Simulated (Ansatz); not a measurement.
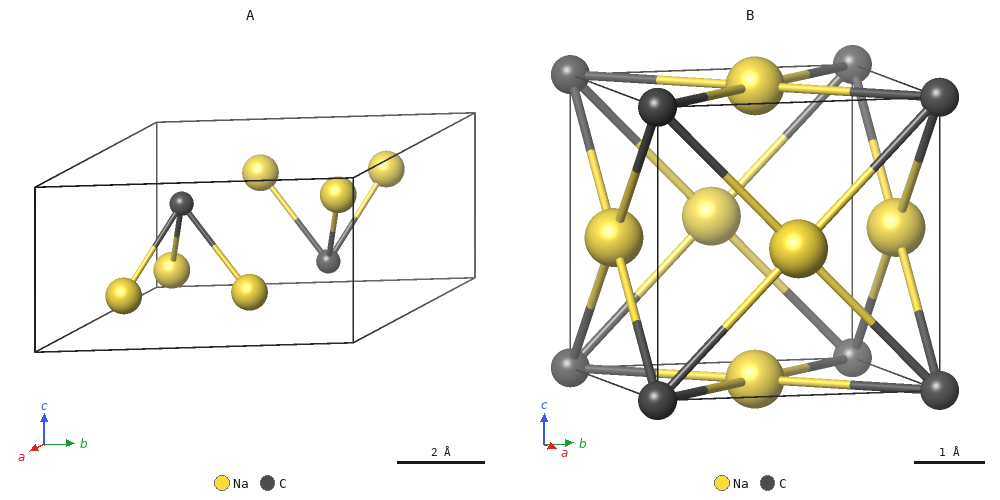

Two structures of Na₃C, each relaxed to rest (conventional cells in solid outline, small ones repeated, not to one scale). Method: DFT PBE, scalar-relativistic, plane waves, PAW (Ansatz 0.2.0), with collinear spins.

Which structures are these?

A: 8 atoms a cell on a primitive hexagonal lattice, P6_3/mmc. B: Cu₃Au (L1₂) type, Pm-3m.

Which is the more stable form at this level of theory?

A is lower, by 112 meV/atom at this level of theory (energies at zero smearing). Volumes: A 23.7, B 19.5 Å³/atom.

One or both may be structure types tried for this composition rather than known phases.
